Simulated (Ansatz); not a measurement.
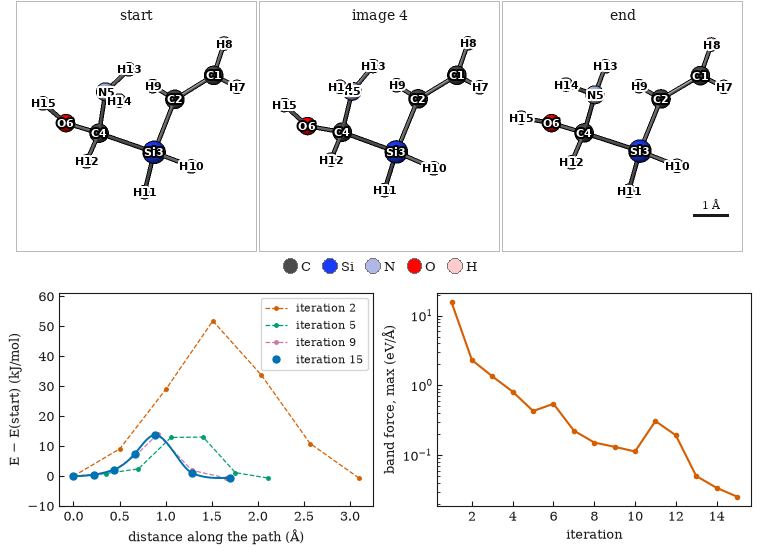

A search for the minimum-energy path of C$_{3}$H$_{9}$NOSi by the nudged elastic band. Images are numbered from 0 (start) to 6 (end). The plot follows the band through its iterations. A ball-and-stick model, seen at a tilt.

All numbers below come from RKS PBE-D4/cc-pVDZ (Ansatz 0.2.0). Set-up: 5 movable images; climbing image; force threshold 0.03 eV/Å; iteration limit 60; starting path through a guess of the saddle point.

Question: Judge this run.

Answer: The result is final at these settings. The band converged in 15 iterations. The largest component of the band force went from 15 to 0.025 eV/Å. The climbing image converged on the top of the path. Its vibrational analysis gives one imaginary mode (557i cm⁻¹), as a transition state must have. The first iteration put the highest image at 207.4 kJ/mol. Forward barrier 13.7 kJ/mol, backward barrier 14.3 kJ/mol, with image 4 at the top; the reaction energy is −0.6 kJ/mol.

Cost: 4.8 min on 2 threads of Arm Neoverse V1, with other jobs on the host, peak memory 0.19 GiB.
